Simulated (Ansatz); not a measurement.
Consider KCu4I.

Input

```
crystal:
  lattice:
    - [7.5607370535, -2.4316782536, 0.0]
    - [7.5607370535, 2.4316782536, 0.0]
    - [-1.1040275172, 0.0, 4.0640118296]
  atoms:
    - { symbol: K, position: [0.8784533449, 0.8784533449, 0.2142794361] }
    - { symbol: Cu, position: [0.3187996358, 0.8215828662, 0.9015469542] }
    - { symbol: Cu, position: [0.8215828662, 0.3187996358, 0.9015469542] }
    - { symbol: Cu, position: [0.1119295242, 0.1119295242, 0.4406212179] }
    - { symbol: Cu, position: [0.5775196682, 0.5775196682, 0.4084247515] }
    - { symbol: I, position: [0.2937062537, 0.2937062537, 0.6335968849] }
basis:
  ecutwfc: 420
kpoints:
  mp_grid: { grid: [8, 8, 8] }
hamiltonian:
  xc: pbe
scf:
  occupations: { method: gaussian, width: 0.1 }
output:
  forces: true
  stress: true
  eigenvalues: true
  write_density: true
  write_potential: true
  elf: true
  volumetric_format: npy
relax:
  adjacent_minimum: "off"
  f_tol: 0.01
  max_steps: 80
  cell: { stress_tol: 0.05 }
```

Launched as:

```sh
ansatz run input.yaml --threads 4 --pin off --max-ram 10240MiB --backend cpu --events-out ev --progress --plain --runs-dir out
```

Below, planes, directions and counts refer to the conventional cell (a = 15.32 Å, b = 4.82 Å, c = 4.25 Å, α = 90.00°, β = 105.87°, γ = 90.00°).

The fields are those of the relaxed geometry.

Space group Cm; a structure from a database of computed crystals, not necessarily the ambient phase; a generated structure, not necessarily the stable one; changed on purpose from its base cell (the structure that the rattled cell fell into); computed without spin polarisation.

All numbers below come from DFT PBE, scalar-relativistic, plane waves, PAW in Ansatz 0.2.0.

**Predict the valence pseudo-density and electron localisation function between the atoms.**

Cu–Cu (2.39 Å): ρ at the midpoint is about 0.36 e/Å³; the ELF is about 0.25 at the midpoint (no shared electron pair shows on this line).
Cu–I (2.66 Å): ρ at the midpoint is about 0.38 e/Å³, with its minimum of 0.34 e/Å³ about 1.2 Å from Cu; the ELF is about 0.50 at the midpoint.
Cu–Cu (2.43 Å): ρ is about 0.34 e/Å³ halfway; the ELF is about 0.25 at the midpoint; no localised pair shows between them.

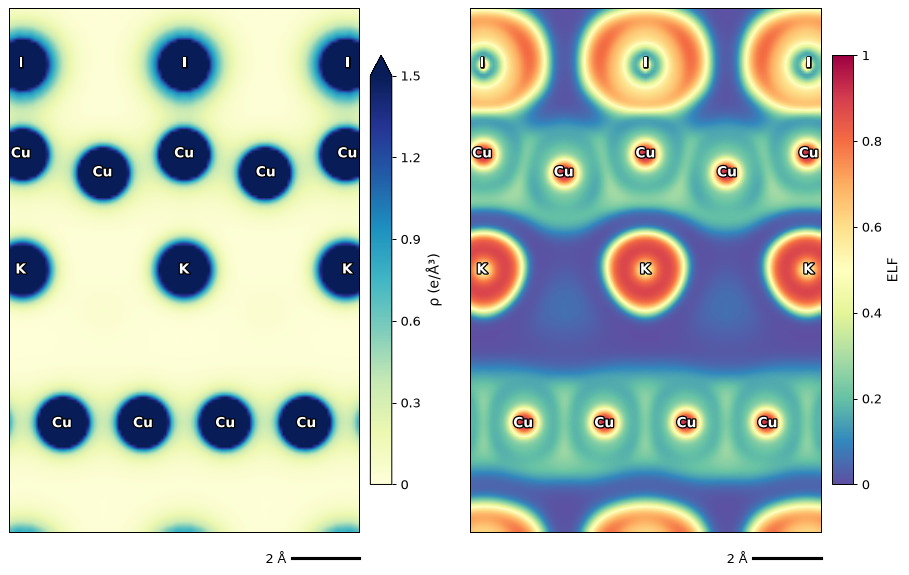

Computed valence pseudo-density and electron localisation function on the (101̄) plane of the conventional cell, in this order. 

The density is the valence pseudo-density of a PAW calculation; it isn't the true density close to the nuclei.
